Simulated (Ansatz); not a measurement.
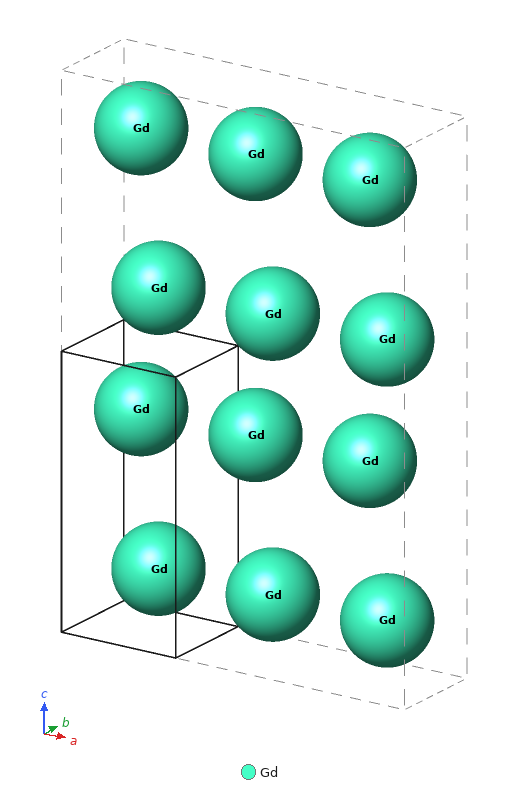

Spheres-only representation of a periodic structure, projected slightly off an axis. A block of 3×1×2 cells is shown, with one conventional unit cell in solid outline. Cell: a = 3.560 Å, b = 3.560 Å, c = 5.681 Å, α = 90.00°, β = 90.00°, γ = 120.00°.

The element is gadolinium. The atoms follow space group P6_3/mmc (No. 194); the Bravais lattice is primitive hexagonal. Prototype: hexagonal close-packed (Mg type). The cell holds two atoms. Each Gd atom is coordinated by twelve Gd in an anticuboctahedral arrangement at about 3.5 to 3.6 Å.

Origin of the cell: the standard structure of this element. It was relaxed at fixed volume with Ansatz 0.2.0, DFT PBEsol, scalar-relativistic, plane waves, PAW.
